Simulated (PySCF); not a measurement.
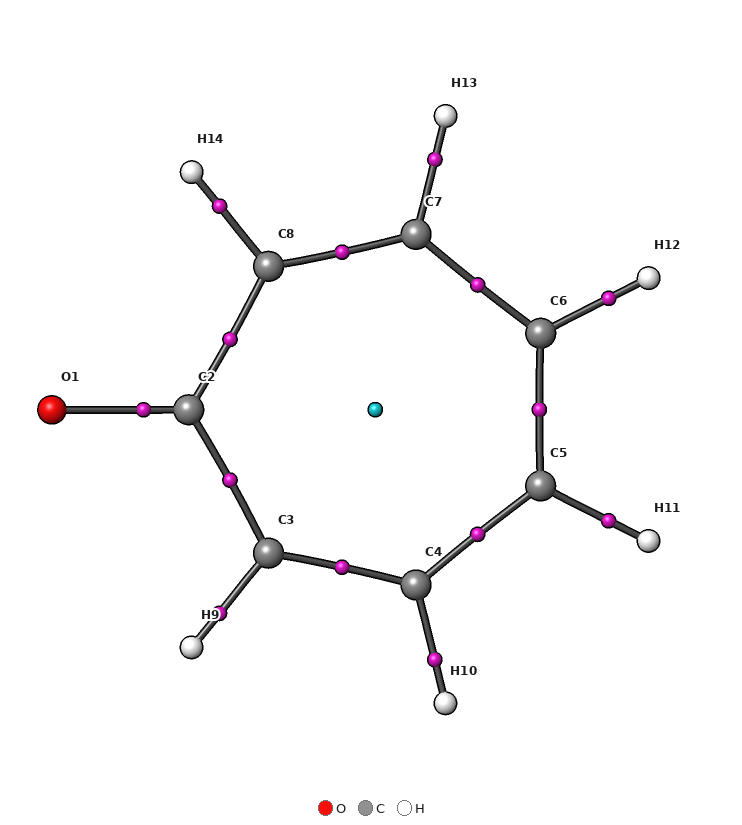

Figure 1: C7H6O, SMILES `O=C1C=CC=CC=C1`. Molecular graph of the electron density (QTAIM): bond paths, bond critical points (magenta), ring points (cyan, if any); weak paths are dashed.

Level of theory: ωB97X/def2-SVP (PySCF), at a geometry from GFN2-xTB. No frequency check shows the geometry to be a minimum.

Geometry (Å), atoms numbered from 1:

```
O1       2.5450   -0.0001    0.0000
C2       1.3195    0.0000    0.0000
C3       0.6050    1.2744    0.0000
C4      -0.7156    1.5581    0.0000
C5      -1.8318    0.6784    0.0000
C6      -1.8319   -0.6783    0.0000
C7      -0.7157   -1.5581    0.0000
C8       0.6049   -1.2745    0.0000
H9       1.2941    2.1117    0.0000
H10     -0.9794    2.6100    0.0000
H11     -2.7978    1.1680    0.0000
H12     -2.7980   -1.1678    0.0000
H13     -0.9796   -2.6099    0.0000
H14      1.2939   -2.1118    0.0000
```

Q: How many critical points of each kind are there, and does the count close?

A: 14 nuclei, 14 bond, 1 ring and 0 cage critical points: 14 − 14 + 1 − 0 = 1, as the Poincaré–Hopf relation requires.

Q: Give the properties at the bond critical points.

A:
| bond | length (Å) | ρ (a.u.) | ∇²ρ (a.u.) | ε | H (a.u.) |
| --- | --- | --- | --- | --- | --- |
| O1–C2 | 1.226 | 0.400 | +0.12 | 0.06 | −0.704 |
| C7–C8 (2 alike) | 1.351 | 0.329 | −0.86 | 0.30 | −0.336 |
| C5–C6 | 1.357 | 0.326 | −0.85 | 0.30 | −0.330 |
| C4–C5 (2 alike) | 1.421 | 0.294 | −0.76 | 0.10 | −0.269 |
| C6–H12 (2 alike) | 1.083 | 0.284 | −1.09 | 0.01 | −0.311 |
| C4–H10 (2 alike) | 1.084 | 0.284 | −1.09 | 0.01 | −0.311 |
| C3–H9 (2 alike) | 1.084 | 0.284 | −1.10 | 0.01 | −0.312 |
| C2–C3 (2 alike) | 1.461 | 0.280 | −0.72 | 0.09 | −0.246 |

Q: What kind of interaction is O1–C2?

A: Polar or intermediate (positive Laplacian, negative energy density H): ρ = 0.400, ∇²ρ = +0.12, H = −0.704 a.u.
